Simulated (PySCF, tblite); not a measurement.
# C2H10O2Si3: geometry, infrared bands and NMR shifts

Wanted: the infrared bands and NMR shifts of C2H10O2Si3 (`C[Si]([SiH3])([SiH3])OC=O`), by calculation.

Computed with tblite 0.8.0 and PySCF 2.14.0, with density-fitted response routines of our own, on a single molecule in the gas phase. Atoms are numbered from 0 throughout.

## (1) Starting geometry

17 atoms, charge 0, multiplicity 1; geometry from: force field or distance geometry start.

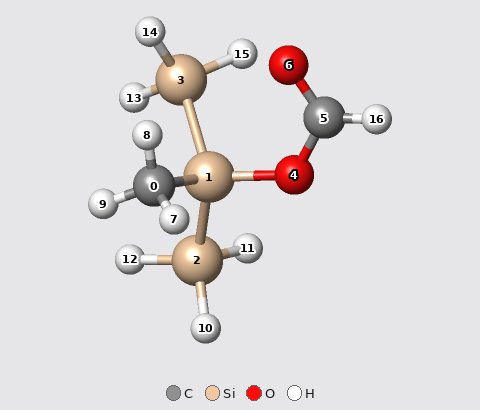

As it starts; carbon grey, silicon light orange, oxygen red, hydrogen white, atoms numbered.

## (2) Relaxing the molecule with GFN2-xTB

The job: settings as JSON, then the geometry in Å.

```
{"job": {"kind": "relax", "xc": "GFN2-xTB", "basis": "xTB"}, "charge": 0, "multiplicity": 1}
C      0.390300     0.290700     1.910700
Si    -0.027000    -0.242300     0.171600
Si    -1.656900    -1.722800     0.061200
Si    -0.683800     1.574500    -0.989700
O      1.375500    -0.958300    -0.585200
C      2.425300    -0.199200    -1.080600
O      2.377000     1.060000    -0.958800
H      1.053400    -0.397700     2.455900
H      0.918100     1.274800     1.894000
H     -0.598900     0.414400     2.444100
H     -1.455600    -2.908000     0.905500
H     -1.792200    -2.107500    -1.365100
H     -2.994600    -1.148800     0.425500
H     -2.142100     1.599900    -0.963000
H     -0.145500     2.796100    -0.410700
H     -0.303100     1.377100    -2.390100
H      3.253000    -0.690900    -1.535300
```

Command:

```console
$ OMP_NUM_THREADS=1 python probes_run.py task.json out
```

The driver reads the jobs from task.json and runs them one after another.

The log of the run:

```text
step      E/eV     max force
  0    -617.51727    5.658
  1    -617.84240    5.245
  2    -618.00631    1.651
  3    -618.04891    0.619
  4    -618.09425    0.614
  5    -618.12831    0.804
  6    -618.16644    0.554
  7    -618.18961    0.460
  8    -618.21991    0.563
  9    -618.25313    0.777
 10    -618.28151    0.590
 11    -618.29693    0.246
 12    -618.30430    0.190
 13    -618.30996    0.226
 14    -618.31655    0.239
 15    -618.32273    0.241
 16    -618.32793    0.187
 17    -618.33237    0.175
 18    -618.33610    0.146
 19    -618.33898    0.151
 20    -618.34157    0.138
 21    -618.34486    0.188
 22    -618.34986    0.212
 23    -618.35703    0.255
 24    -618.36526    0.216
 25    -618.37310    0.214
 26    -618.38063    0.233
 27    -618.38706    0.188
 28    -618.39149    0.160
 29    -618.39395    0.092
 30    -618.39540    0.090
 31    -618.39685    0.113
 32    -618.39844    0.104
 33    -618.39983    0.098
 34    -618.40085    0.066
 35    -618.40166    0.103
 36    -618.40236    0.100
 37    -618.40302    0.063
 38    -618.40366    0.058
 39    -618.40436    0.061
 40    -618.40517    0.094
 41    -618.40611    0.105
 42    -618.40709    0.083
 43    -618.40800    0.088
 44    -618.40882    0.086
 45    -618.40975    0.097
 46    -618.41094    0.118
 47    -618.41233    0.107
 48    -618.41371    0.103
 49    -618.41488    0.081
 50    -618.41588    0.089
 51    -618.41692    0.096
 52    -618.41805    0.085
 53    -618.41907    0.088
 54    -618.41988    0.075
 55    -618.42047    0.059
 56    -618.42087    0.047
 57    -618.42119    0.036
 58    -618.42145    0.036
 59    -618.42174    0.044
 60    -618.42210    0.059
 61    -618.42250    0.064
 62    -618.42284    0.049
 63    -618.42305    0.033
 64    -618.42320    0.035
 65    -618.42336    0.040
 66    -618.42359    0.059
 67    -618.42386    0.060
 68    -618.42409    0.035
 69    -618.42425    0.028
 70    -618.42439    0.029
 71    -618.42459    0.054
 72    -618.42497    0.079
 73    -618.42561    0.095
 74    -618.42649    0.087
 75    -618.42735    0.067
 76    -618.42791    0.041
 77    -618.42818    0.043
 78    -618.42841    0.044
 79    -618.42871    0.040
 80    -618.42911    0.057
 81    -618.42951    0.072
 82    -618.43004    0.053
 83    -618.43047    0.037
 84    -618.43062    0.039
 85    -618.43072    0.026
 86    -618.43087    0.029
 87    -618.43114    0.047
 88    -618.43151    0.062
 89    -618.43187    0.067
 90    -618.43216    0.066
 91    -618.43238    0.034
 92    -618.43256    0.060
 93    -618.43277    0.037
 94    -618.43297    0.040
 95    -618.43322    0.040
 96    -618.43352    0.052
 97    -618.43389    0.109
 98    -618.43484    0.149
 99    -618.43567    0.118
100    -618.43722    0.047
101    -618.43820    0.070
102    -618.43881    0.061
103    -618.43860    0.331
104    -618.43940    0.095
105    -618.43983    0.062
106    -618.44021    0.052
107    -618.44132    0.088
108    -618.44168    0.066
109    -618.44186    0.033
110    -618.44195    0.036
111    -618.44201    0.043
112    -618.44209    0.041
113    -618.44221    0.047
114    -618.44239    0.051
115    -618.44262    0.038
116    -618.44280    0.028
117    -618.44293    0.022
118    -618.44303    0.028
119    -618.44314    0.031
120    -618.44326    0.028
121    -618.44337    0.027
122    -618.44347    0.029
123    -618.44358    0.048
124    -618.44373    0.036
125    -618.44390    0.023
126    -618.44402    0.019
127    -618.44406    0.016
128    -618.44413    0.018
129    -618.44419    0.022
130    -618.44428    0.024
131    -618.44436    0.023
132    -618.44443    0.018
133    -618.44448    0.014
134    -618.44452    0.017
135    -618.44455    0.012
136    -618.44458    0.015
137    -618.44461    0.014
138    -618.44465    0.014
139    -618.44470    0.017
140    -618.44477    0.018
141    -618.44485    0.024
142    -618.44495    0.024
143    -618.44505    0.028
144    -618.44519    0.031
145    -618.44537    0.031
146    -618.44555    0.030
147    -618.44568    0.035
148    -618.44574    0.039
149    -618.44584    0.020
150    -618.44590    0.027
151    -618.44596    0.018
152    -618.44599    0.019
153    -618.44601    0.009
```

It took 1.4 s on 1 thread of Arm Neoverse V1, shared host; peak memory 0.18 GiB.

Relaxation path: (not every step is listed)

```
step  energy from step 0 (eV)  largest force (eV/Å)
   0                   0.0000                5.6576
   1                  -0.3251                5.2449
   2                  -0.4890                1.6511
   3                  -0.5316                0.6189
   4                  -0.5770                0.6144
   5                  -0.6110                0.8044
   6                  -0.6492                0.5539
   7                  -0.6723                0.4597
   8                  -0.7026                0.5626
  22                  -0.8326                0.2118
  36                  -0.8851                0.1002
  50                  -0.8986                0.0889
  64                  -0.9059                0.0348
  78                  -0.9111                0.0436
  92                  -0.9153                0.0598
 106                  -0.9229                0.0525
 120                  -0.9260                0.0282
 134                  -0.9272                0.0166
 148                  -0.9285                0.0388
 149                  -0.9286                0.0203
 150                  -0.9286                0.0266
 151                  -0.9287                0.0179
 152                  -0.9287                0.0185
 153                  -0.9287                0.0087
```

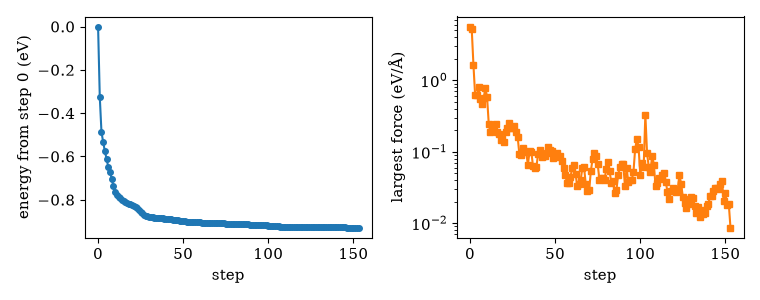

Energy and largest force along the relaxation.

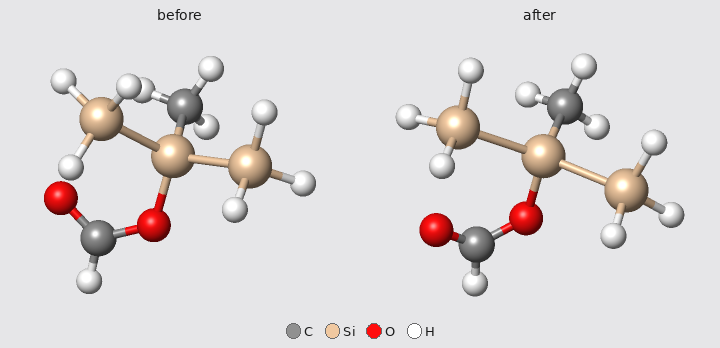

The geometry before (left) and after (right).

Close pairs (by a distance rule), those that changed most:

| bond | before (Å) | after (Å) | change (Å) |
| --- | --- | --- | --- |
| Si1–Si2 | 2.205 | 2.330 | +0.126 |
| O4–C5 | 1.387 | 1.289 | -0.098 |
| Si1–Si3 | 2.254 | 2.334 | +0.080 |
| C5–O6 | 1.266 | 1.203 | -0.063 |
| C0–Si1 | 1.866 | 1.917 | +0.051 |
| C0–H9 | 1.131 | 1.086 | -0.045 |
| C5–H16 | 1.065 | 1.106 | +0.042 |
| Si2–H12 | 1.501 | 1.466 | -0.034 |

The next job starts from the end point, and lists it.

## (3) Harmonic vibrations with GFN2-xTB

The job: settings as JSON, then the geometry in Å.

```
{"job": {"kind": "ir", "xc": "GFN2-xTB", "basis": "xTB"}, "charge": 0, "multiplicity": 1}
C      0.141053     0.322925     2.078593
Si    -0.176816    -0.043514     0.224167
Si    -1.437682    -1.990995     0.004310
Si    -0.442982     1.884587    -1.063964
O      1.374047    -0.691211    -0.205275
C      2.101600    -0.229703    -1.164262
O      1.828055     0.694909    -1.883007
H      0.541885    -0.545118     2.597494
H      0.845326     1.140449     2.219569
H     -0.784743     0.602852     2.572714
H     -0.951937    -3.150009     0.764918
H     -1.533341    -2.447689    -1.388044
H     -2.807116    -1.745837     0.467338
H     -1.685180     2.527503    -0.583450
H      0.605564     2.891235    -0.902271
H     -0.671639     1.585676    -2.475000
H      3.046908    -0.794030    -1.273739
```

The log of the run:

```text
mode    cm-1     km/mol
  1      24.5      1.04
  2      48.9      0.02
  3      79.0      1.94
  4     108.6      2.39
  5     120.9      3.93
  6     125.2      0.56
  7     145.0     13.27
  8     168.1      4.70
  9     213.0     24.17
 10     234.6      4.21
 11     279.5     26.16
 12     351.1      8.05
 13     408.2      4.11
 14     434.6     18.18
 15     460.4     44.69
 16     494.4     43.69
 17     516.1      7.34
 18     534.6     43.58
 19     709.6     34.71
 20     731.2    164.86
 21     740.9    798.17
 22     776.3    359.02
 23     793.5     79.03
 24     802.7    113.94
 25     809.2     15.75
 26     823.5     95.25
 27     830.4    327.19
 28     847.0    148.18
 29     942.8      6.88
 30    1239.8    280.14
 31    1366.5     15.20
 32    1368.2     10.62
 33    1481.6      2.45
 34    1486.3      0.35
 35    1741.3    439.93
 36    2124.8    329.48
 37    2205.4    339.06
 38    2213.8    166.28
 39    2233.2    283.83
 40    2253.1    239.54
 41    2274.4    329.39
 42    2789.5    132.15
 43    3012.8     22.09
 44    3017.9     11.59
 45    3043.3     21.83
```

Run time: 0.77 s. Hardware: 1 thread of Arm Neoverse V1, shared host; peak memory 0.18 GiB.

The strongest bands and the atoms that carry them (share of the mass-weighted mode):

| cm⁻¹ | km/mol | atoms |
| --- | --- | --- |
| 741 | 798.2 | H15 25 %, H14 24 % |
| 776 | 359.0 | H12 21 %, H11 20 %, H10 16 %, H15 13 % |
| 830 | 327.2 | H15 29 %, H13 28 %, H14 15 % |
| 1741 | 439.9 | C5 61 %, O6 36 % |
| 2125 | 329.5 | H13 96 % |
| 2205 | 339.1 | H10 71 %, H11 25 % |
| 2233 | 283.8 | H12 95 % |
| 2274 | 329.4 | H15 93 % |

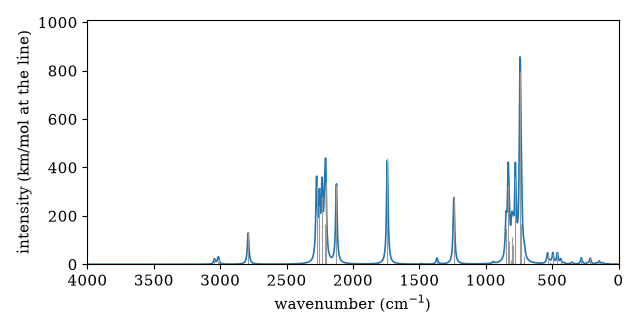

The infrared spectrum from these modes, unscaled. Lines are broadened to a width of 14 cm⁻¹ (Lorentzian).

## (4) Nuclear shieldings: PBE0/pcSseg-1

Same as in step 3 but for these lines:

```diff
@@ -1,2 +1,2 @@
-{"job": {"kind": "ir", "xc": "GFN2-xTB", "basis": "xTB"}, "charge": 0, "multiplicity": 1}
+{"job": {"kind": "nmr", "xc": "PBE0", "basis": "pcSseg-1"}, "charge": 0, "multiplicity": 1}
 C      0.141053     0.322925     2.078593
```

Level: GIAO PBE0/pcSseg-1 NMR shielding, non-relativistic, gas phase.

The log of the run:

```text
coarse grid: 15416 points
cycle   1  E = -1100.2964081846  dE =  6.388e-01  |g| = 9.250e-01  |ddm| = 3.627e+00
cycle   2  E = -1099.9980469156  dE =  2.984e-01  |g| = 1.559e+00  |ddm| = 1.657e+00
cycle   3  E = -1100.4443841377  dE = -4.463e-01  |g| = 2.710e-01  |ddm| = 1.198e+00
cycle   4  E = -1100.4572422401  dE = -1.286e-02  |g| = 7.827e-02  |ddm| = 2.230e-01
cycle   5  E = -1100.4582405395  dE = -9.983e-04  |g| = 2.031e-02  |ddm| = 6.304e-02
cycle   6  E = -1100.4583313801  dE = -9.084e-05  |g| = 4.740e-03  |ddm| = 2.060e-02
cycle   7  E = -1100.4583367766  dE = -5.396e-06  |g| = 1.078e-03  |ddm| = 5.591e-03
final grid: 134336 points
cycle   8  E = -1100.5167029506  dE = -1.201e-05  |g| = 1.140e-02  |ddm| = 2.051e-02
cycle   9  E = -1100.5166685137  dE =  3.444e-05  |g| = 1.778e-02  |ddm| = 1.773e-02
cycle  10  E = -1100.5167257440  dE = -5.723e-05  |g| = 2.325e-03  |ddm| = 1.154e-02
cycle  11  E = -1100.5167267237  dE = -9.797e-07  |g| = 4.271e-04  |ddm| = 1.659e-03
cycle  12  E = -1100.5167267537  dE = -3.002e-08  |g| = 1.161e-04  |ddm| = 4.070e-04
cycle  13  E = -1100.5167267569  dE = -3.151e-09  |g| = 3.029e-05  |ddm| = 1.419e-04
cycle  14  E = -1100.5167267571  dE = -2.174e-10  |g| = 5.999e-06  |ddm| = 3.680e-05
converged SCF energy = -1100.5167267571

GIAO shielding tensors (ppm)
atom      isotropic    diamagn.    paramagn.     s11        s22        s33       span
  0 C      182.756     254.412     -71.656    168.510    188.261    191.498     22.989
  1 Si     333.130     882.113    -548.983    286.063    320.845    392.483    106.420
  2 Si     460.380     880.859    -420.479    433.065    461.281    486.795     53.730
  3 Si     461.323     880.572    -419.250    445.121    461.137    477.711     32.590
  4 O      127.015     404.762    -277.746    -25.174    168.433    237.787    262.961
  5 C       19.898     246.345    -226.447    -73.900     53.111     80.483    154.383
  6 O     -107.341     403.934    -511.275   -392.001   -188.951    258.928    650.930
  7 H       30.706      31.277      -0.571     26.308     28.594     37.218     10.910
  8 H       30.879      31.563      -0.684     26.203     28.827     37.607     11.404
  9 H       31.630      31.081       0.549     27.835     28.400     38.654     10.819
 10 H       27.964      29.339      -1.374     24.606     25.948     33.339      8.733
 11 H       28.170      29.431      -1.260     24.595     26.232     33.685      9.090
 12 H       28.350      29.290      -0.940     25.048     26.058     33.945      8.897
 13 H       28.262      29.728      -1.466     24.583     26.216     33.986      9.403
 14 H       27.570      29.935      -2.365     24.353     25.926     32.431      8.078
 15 H       27.624      29.928      -2.305     24.623     25.574     32.674      8.052
 16 H       23.569      26.098      -2.529     18.692     23.395     28.618      9.926
```

Wall time 29 s (1 thread of Arm Neoverse V1, shared host); peak memory 0.86 GiB.

The references, computed at this level on geometries of the same kind, shield at (ppm): 1H TMS 31.72, 13C TMS 186.9, 29Si TMS 349.2, 17O H2O 336.1. Their shielding less the atom's gives the shift. The references are single molecules in the gas phase, so shifts against H2O, NH3, PH3, H3PO4 or CFCl3 are not on the usual liquid scales and can be off by tens of ppm. Atoms listed in one row are averaged.

```csv
atoms,environment,σ (ppm),δ (ppm),δ scaled to CDCl3
C5,carbonyl carbon,19.9,167.0,161.1
C0,methyl carbon bonded to Si,182.8,4.2,2.2
H16,hydrogen on a carbonyl carbon,23.57,8.15,7.79
"H10, H11, H12, H13, H14, H15",hydrogen on a silicon bonded to Si,27.99,3.73,–
"H7, H8, H9",hydrogen on a methyl carbon bonded to Si,31.07,0.65,0.71
Si1,"silicon bonded to C, O, 2 Si",333.1,16.0,–
"Si2, Si3","silicon bonded to Si, 3 H",460.9,-111.7,–
O6,carbonyl oxygen,-107.3,443.4,–
O4,"oxygen bonded to C, Si",127.0,209.1,–
```

The scaled column applies a straight-line fit of computed shieldings to shifts measured in CDCl3 (root-mean-square error 0.16 ppm for H, 1.9 ppm for C).

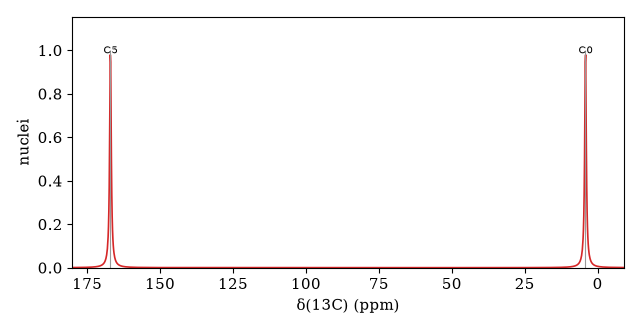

13C lines at the computed shifts, without couplings. Lines are broadened to a width of 0.65 ppm (Lorentzian).

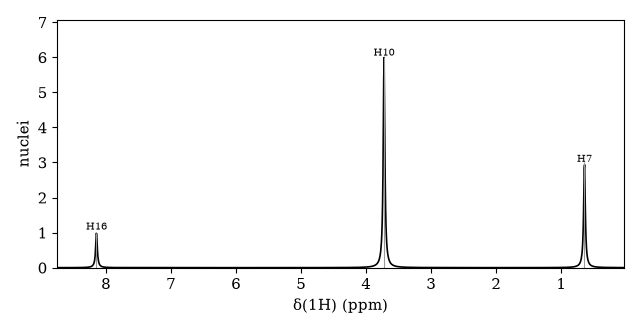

1H lines at the computed shifts, without couplings. Lines are broadened to a width of 0.03 ppm (Lorentzian).

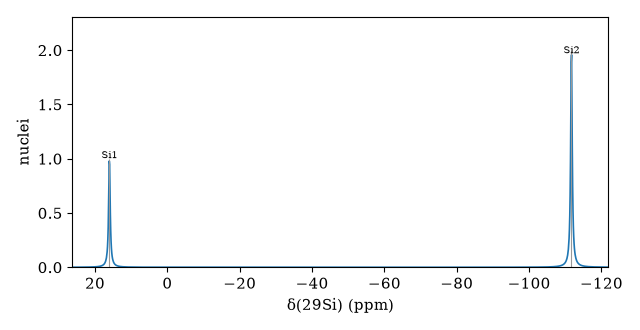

29Si lines at the computed shifts, without couplings. Lines are broadened to a width of 0.51 ppm (Lorentzian).

The run also stored atomic charges by several schemes (e):

| atoms | Mulliken | IAO | Hirshfeld | ESP fit |
| --- | --- | --- | --- | --- |
| C0 | -0.60 | -0.70 | -0.21 | -0.62 |
| Si1 | 0.42 | 0.66 | 0.29 | 0.55 |
| Si2, Si3 | 0.26 | 0.30 | 0.20 | 0.12 |
| O4 | -0.56 | -0.55 | -0.18 | -0.48 |
| C5 | 0.47 | 0.41 | 0.18 | 0.66 |
| O6 | -0.44 | -0.46 | -0.22 | -0.54 |

Mulliken charges:

C0 -0.60; Si1 0.42; Si2 0.24; Si3 0.28; O4 -0.56; C5 0.47; O6 -0.44; H7 0.15; H8 0.15; H9 0.14; H10 -0.05; H11 -0.05; H12 -0.07; H13 -0.09; H14 -0.05; H15 -0.05; H16 0.10

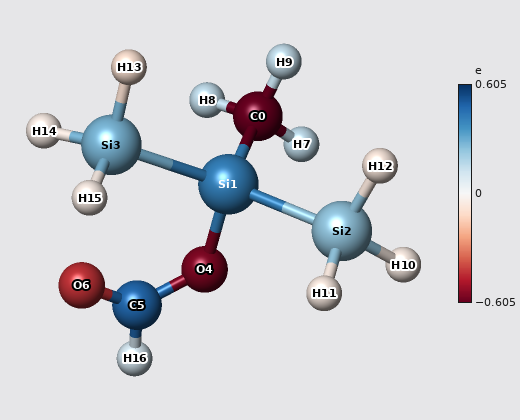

Mulliken charges, as colours on the atoms.

Mayer bond orders: C0–Si1 0.96, Si1–Si2 0.91, Si1–Si3 0.91, Si1–O4 0.67, O4–C5 1.20, C5–O6 1.87.

## (5) Summary of results

```
                                                                quantity                 value
                               strongest single infrared mode (GFN2-xTB)  741 cm⁻¹, 798 km/mol
                                            zero-point energy (GFN2-xTB)         67.8 kcal/mol
                                  13C shifts against TMS (PBE0/pcSseg-1)        167.0, 4.2 ppm
  1H shifts against TMS (PBE0/pcSseg-1, means over atoms taken as alike)  8.15, 3.73, 0.65 ppm
29Si shifts against TMS (PBE0/pcSseg-1, means over atoms taken as alike)      16.0, -111.7 ppm
                                  17O shifts against H2O (PBE0/pcSseg-1)      443.4, 209.1 ppm
```

In words: Relaxing lowered the energy by 0.929 eV in 153 steps; the close pair that moved most is Si1–Si2, from 2.205 to 2.330 Å. No mode is imaginary among the 45: a minimum at this level. The strongest single mode, at 741 cm⁻¹, is spread over many atoms; the largest shares are those of H15, H14. Unscaled tight-binding wavenumbers are off by several per cent, some by more. Its intensities can rank the bands wrongly. At PBE0/pcSseg-1: The largest span, 651 ppm, is at O6, where the paramagnetic term is -511 ppm.
